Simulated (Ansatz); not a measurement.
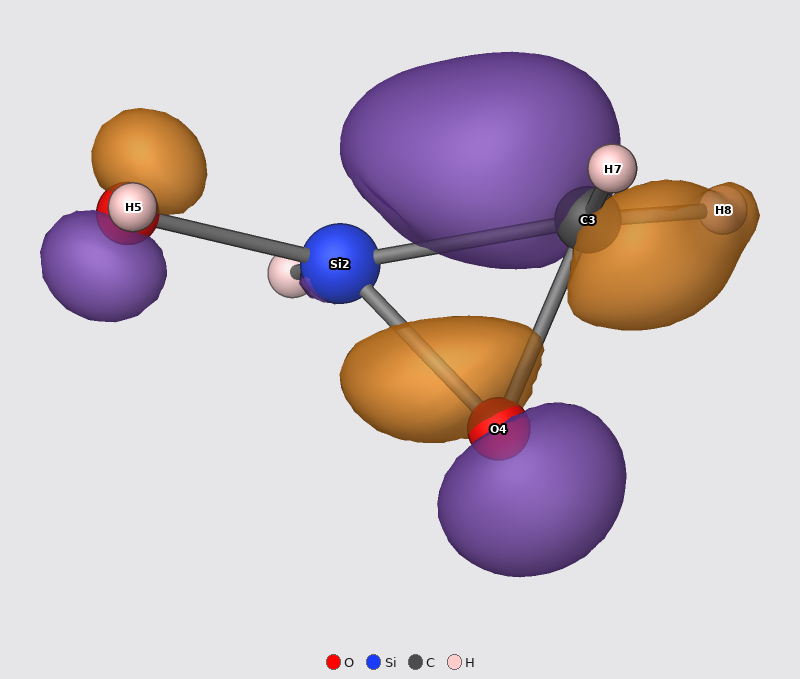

Figure 1: CH$_{4}$O$_{2}$Si (SMILES O[SiH]1CO1). The HOMO at ±0.2 Å⁻³ᐟ² (orange and purple are the two phases), seen from one side.

Computed with RKS r2SCAN/6-31G* in Ansatz.

| atom | x (Å) | y (Å) | z (Å) |
| --- | --- | --- | --- |
| O | -1.4080 | 1.2321 | -0.5347 |
| Si | 0.0196 | 0.7162 | 0.1008 |
| C | 0.4939 | -1.0117 | 0.3754 |
| O | 1.0513 | -0.2264 | -0.8007 |
| H | -1.8791 | 0.5971 | -1.0930 |
| H | 0.5605 | 1.8633 | 0.8493 |
| H | -0.1216 | -1.8501 | 0.0379 |
| H | 1.2833 | -1.3206 | 1.0649 |

**Where does this orbital lie, and at what energy?**

Its weight (Hirshfeld) is mainly on O4 (about 30 %), C3 (about 30 %), Si2 (about 20 %) and O1 (about 10 %). Its energy is −6.27 eV.
